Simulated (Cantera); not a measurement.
A closed system holds: 1 mol borazine, 0.34 mol O₂, 150 mol H₂, at 6.10 mbar.

Equilibrium computed with Cantera from the NASA thermochemical tables; the gas is ideal and each condensed phase is pure. Candidate condensed phases: B, BN, B₂O₃, B₃O₃H₃, H₂O; 39 gas species. The feed counts by its element totals alone. Mutual solubility and eutectic melting of coexisting phases are not modelled. The tables' values for BH₂ are old estimates; treat these amounts as uncertain. Kinetics and transport are ignored.

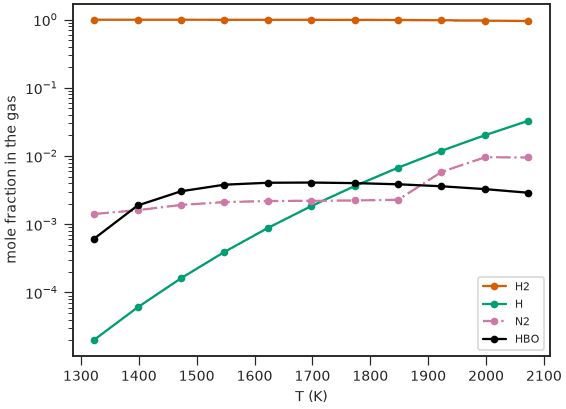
Equilibrium gas composition (values under 1e-9 drawn at 1e-9)

At 1323 K the condensed part is BN(s) + B₂O₃(l). From 1398 K to 1848 K the condensed part is BN(s). At 1923 K the condensed part is B(s) + BN(s). From 1998 K to 2073 K the condensed part is B(s). The main B-bearing gas is HBO₂ at 1323 K and HBO at 2073 K. The share of B in condensed phases is highest at 1323 K (92.7 %) and lowest at 2073 K (73.3 %).
